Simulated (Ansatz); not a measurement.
Method: PBE (plane waves to 420 eV, PAW; Ansatz, an electronic-structure program).

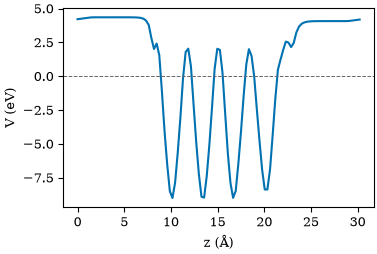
*Planar average of the electrostatic potential across the slab, in eV from the Fermi level, for a constructed model of the (111) surface of germanium, (√3x√3)R30° Sn adatom at T4 (bottom of the slab: 3 H on 3 bottom sites)*

Model: 28-atom slab, 14.2 Å thick at the start with caps and adatoms, 5x5x1 mesh, Fermi-Dirac 0.025 eV, dipole correction, 6 atoms held, the rest relaxed; symmetry of the start imposed; spin-polarised, no spin-orbit, no U. The slab shows no gap on its mesh. The starting moment vanished. In PBE it is, or lies within 0.01 eV a 1x1 cell of, the lowest of the 2 structures of its composition computed so far; subsurface sites and larger cells were not tried.

The vacuum level lies 4.07 eV above the Fermi level over the top face and 4.35 eV above it under the bottom face.
